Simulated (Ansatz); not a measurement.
# HfHCl3O (SMILES Cl[Hf](Cl)(Cl)O) at RPA@PBE/def2-SVP (core potential)

What is the energy change on altering one bond length of HfHCl3O at RPA@PBE/def2-SVP (core potential)? 

The calculation is run with Ansatz 0.2.0.

1 further run of the same task is left out (it didn't finish).

**1. The system as given**

HfHCl3O: 6 atoms, total charge 0, spin state singlet. SMILES: `Cl[Hf](Cl)(Cl)O`. The coordinates come from a PBE0-D4/def2-TZVP relaxation.

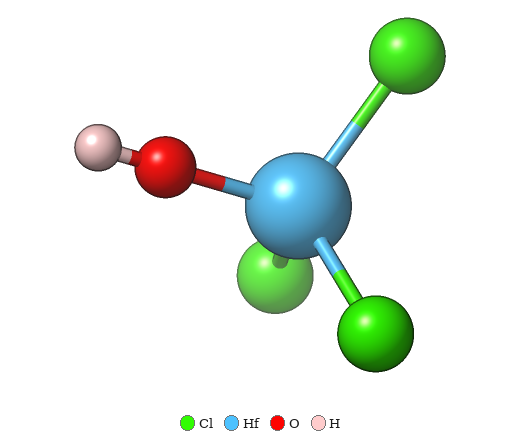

The structure, seen from a chosen angle (chlorine green, hafnium blue, oxygen red, hydrogen pink).

**2. A single-point energy at RPA@PBE/def2-SVP (core potential)**

job.yaml reads:

```yaml
crystal:
  periodic: [false, false, false]
  atoms:
    - {symbol: Cl, position_ang: [0.876760, -0.101050, -2.336560]}
    - {symbol: Hf, position_ang: [-0.022850, -0.350510, -0.194310]}
    - {symbol: Cl, position_ang: [-2.262380, -0.999350, -0.349730]}
    - {symbol: Cl, position_ang: [1.185990, -1.965090, 0.985740]}
    - {symbol: O, position_ang: [0.084060, 1.291990, 0.717110]}
    - {symbol: H, position_ang: [0.138420, 2.124020, 1.177740]}
basis:
  gaussian: {orbitals: def2-SVP}
hamiltonian: {xc: {name: PBE}}
correlation: {method: rpa, frozen_orbitals: {Cl: 5, H: 0, Hf: 0, O: 1}}
accuracy: high
```

Command:

```console
$ ansatz run job.yaml --threads 1 --pin off --max-ram 3480MiB --events-out events.jsonl --progress --plain --runs-dir runs
```

Output:

```text
Warning: RAYON_NUM_THREADS=1 ignored (pool sized by the plan → 1); use --threads N
Functional definition: PBE
  name "PBE"
  parameter kappa = 0.804
  parameter beta = 0.06672455060314922
  exchange = pbe_x(kappa = kappa, mu = beta*pi^2/3)
  correlation = pbe_c(beta = beta)
2132 factors; integrals over basis functions are off by at most 4.0e-9 eV
mean field evaluation 1: about -40909.5849 eV, gradient 6.1e1 eV
mean field evaluation 2: about -40909.5811 eV, gradient 6.1e1 eV
mean field evaluation 4: about -40914.8522 eV, gradient 2.3e1 eV
mean field evaluation 8: about -40916.2729 eV, gradient 2.3e-1 eV
mean field evaluation 16: about -40916.2711 eV, gradient 7.1e-5 eV
mean field -40916.27113149 eV, -1503.6452300376 hartree, gradient 9.8e-8 eV, S^2 0.000000; 0 other end points of the search recorded, 0 dependent functions left out
16 core orbitals not correlated: weight in the atoms' cores, before any rotation towards them, 1.000 or more for the frozen orbitals, at most 0.000 for the correlated occupied ones
reference -40849.57380932 eV, -1501.1941486571 hartree; 20, 20 occupied and 69, 69 virtual orbitals, 2132 factors
Total energy: -40883.02029339 eV, -1502.4232842755 hartree
```

Wall time 22 s (1 thread of Arm Neoverse V2, shared host); peak memory 0.54 GiB.

**3. The distorted shape at the same level**

run.yaml reads:

```yaml
basis:
  gaussian: {orbitals: def2-SVP}
crystal:
  periodic: [false, false, false]
  atoms:
    - {symbol: Cl, position_ang: [1.011720, -0.063626, -2.657942]}
    - {symbol: Hf, position_ang: [-0.022850, -0.350510, -0.194310]}
    - {symbol: Cl, position_ang: [-2.262380, -0.999350, -0.349730]}
    - {symbol: Cl, position_ang: [1.185990, -1.965090, 0.985740]}
    - {symbol: O, position_ang: [0.084060, 1.291990, 0.717110]}
    - {symbol: H, position_ang: [0.138420, 2.124020, 1.177740]}
total_charge: 0
accuracy: high
hamiltonian: {xc: {name: PBE}}
correlation: {method: rpa, frozen_orbitals: {Cl: 5, H: 0, Hf: 0, O: 1}}
```

Command:

```console
$ ansatz run run.yaml --threads 1 --pin off --max-ram 3480MiB --events-out events.jsonl --progress --plain --runs-dir runs
```

Output:

```text
Warning: RAYON_NUM_THREADS=1 ignored (pool sized by the plan → 1); use --threads N
Functional definition: PBE
  name "PBE"
  parameter kappa = 0.804
  parameter beta = 0.06672455060314922
  exchange = pbe_x(kappa = kappa, mu = beta*pi^2/3)
  correlation = pbe_c(beta = beta)
2115 factors; integrals over basis functions are off by at most 4.0e-9 eV
mean field evaluation 1: about -40908.6225 eV, gradient 6.2e1 eV
mean field evaluation 2: about -40908.6169 eV, gradient 6.2e1 eV
mean field evaluation 4: about -40914.3392 eV, gradient 2.3e1 eV
mean field evaluation 8: about -40915.7490 eV, gradient 5.6e-1 eV
mean field evaluation 16: about -40915.7480 eV, gradient 4.3e-5 eV
mean field -40915.74803098 eV, -1503.6260064483 hartree, gradient 6.5e-8 eV, S^2 0.000000; 0 other end points of the search recorded, 0 dependent functions left out
16 core orbitals not correlated: weight in the atoms' cores, before any rotation towards them, 1.000 or more for the frozen orbitals, at most 0.000 for the correlated occupied ones
reference -40848.98988994 eV, -1501.1726900157 hartree; 20, 20 occupied and 69, 69 virtual orbitals, 2115 factors
Total energy: -40882.42456375 eV, -1502.4013916152 hartree
```

It took 22 s on 1 thread of Arm Neoverse V2, shared host; peak memory 0.53 GiB.

**4. Outcome**

At RPA@PBE/def2-SVP (core potential), 16 core orbitals frozen:

| quantity | value |
| --- | --- |
| first shape: total energy | -1502.42328 Eh |
| first shape: RPA correlation energy (valence) | -1229.1 mEh |
| distorted shape: total energy | -1502.40139 Eh |
| distorted shape: RPA correlation energy (valence) | -1228.7 mEh |
| energy change with the Cl1–Hf2 bond stretched from 2.337 to 2.687 Å | 0.596 eV |

What this shows: With the Cl1–Hf2 bond stretched from 2.337 to 2.687 Å the energy rises by 0.60 eV (57.5 kJ/mol). The first shape isn't relaxed at this level, so the change isn't measured from a minimum.
